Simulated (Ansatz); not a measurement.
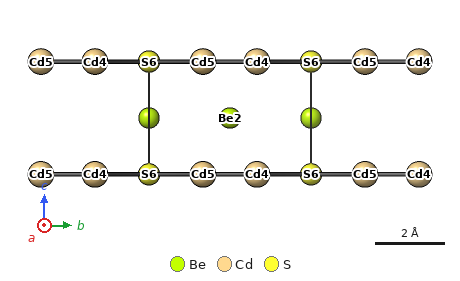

This is the input geometry for a relaxation of a crystal of Be$_{3}$Cd$_{2}$S (a generated structure, set up in P6/mmm) (coarse preliminary run). The picture is a ball-and-stick view of the cell of the calculation, seen along the a axis.

Computed with DFT PBE, scalar-relativistic, plane waves, PAW (Ansatz).

Input file:
```yaml
crystal:
  lattice:
    - [5.48524595, 0.0, 0.0]
    - [-2.74262297, 4.75036234, 0.0]
    - [0.0, 0.0, 3.30631778]
  atoms:
    - { symbol: Be, position: [0.5, 0.0, 0.5] }
    - { symbol: Be, position: [0.0, 0.5, 0.5] }
    - { symbol: Be, position: [0.5, 0.5, 0.5] }
    - { symbol: Cd, position: [0.33333333, 0.66666667, 0.0] }
    - { symbol: Cd, position: [0.66666667, 0.33333333, 0.0] }
    - { symbol: S, position: [0.0, 0.0, 0.0] }
basis:
  ecutwfc: 420
kpoints:
  mp_grid: { grid: [6, 6, 6] }
hamiltonian:
  xc: pbe
scf:
  occupations: { method: gaussian, width: 0.1 }
  lower_state_search: "off"
output:
  forces: true
  stress: true
  eigenvalues: true
relax:
  adjacent_minimum: "off"
  f_tol: 0.04
  max_steps: 70
  cell: { stress_tol: 0.4 }
```

Launched with:
```bash
ansatz run input.yaml --threads 1 --pin off --max-ram 2560MiB --backend cpu --events-out ev --progress --plain --runs-dir out
```

Q: Predict the outcome.

A: The atoms keep their places relative to the cell (all moves are under 0.005 Å). The volume changes by +12.9 %, with a = b 5.485 → 5.142 Å (−6.3 %), c 3.306 → 4.248 Å (+28.5 %). Some distances before and after: Be1–Cd4 2.289 → 2.591 Å, Cd4–S6 3.167 → 2.969 Å. The space group stays P6/mmm (No. 191). After 9 accepted moves (12 points after the start) the energy has fallen by 325 meV per atom. All forces vanish by symmetry, so only the cell relaxes. The pressure goes from 16.73 to 0.02 GPa. The line search rejected the trial step at point 6 of the run. The SCF was repeated twice at an unchanged geometry on a basis and grid sized afresh for the cell, which shifted the energy by 14.8 meV per atom at most.

Step by step:

```csv
step,"E − E(0), meV/atom","pressure, GPa","volume, Å³/atom",note
0,0.00,16.73,14.359,
1,-123.46,8.34,15.340,
2,-202.70,3.98,15.898,
3,-257.86,1.83,16.112,
4,-289.29,0.58,16.128,
5,-304.23,-0.20,15.991,
6,-304.13,0.04,15.874,rejected
7,-304.55,-0.02,15.925,
8,-319.39,1.36,15.925,"same geometry, new basis"
9,-323.87,0.45,16.115,
10,-324.66,0.04,16.207,
11,-324.81,0.02,16.212,
12,-324.91,0.02,16.212,"same geometry, new basis"
```

Final geometry:

```xyz
6
Lattice="5.1423 0.0000 0.0000 -2.5711 4.4534 0.0000 0.0000 0.0000 4.2477" Properties=species:S:1:pos:R:3 pbc="T T T"
Be    0.0000    4.4534    2.1238
Be    3.8567    2.2267    2.1238
Be    1.2856    2.2267    2.1238
Cd    0.0000    2.9689    0.0000
Cd    2.5711    1.4844    0.0000
S     2.5711    4.4534    0.0000
```

After the run, drawn alike:

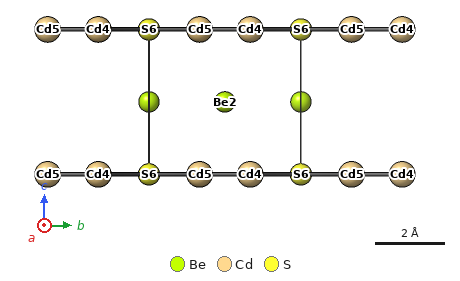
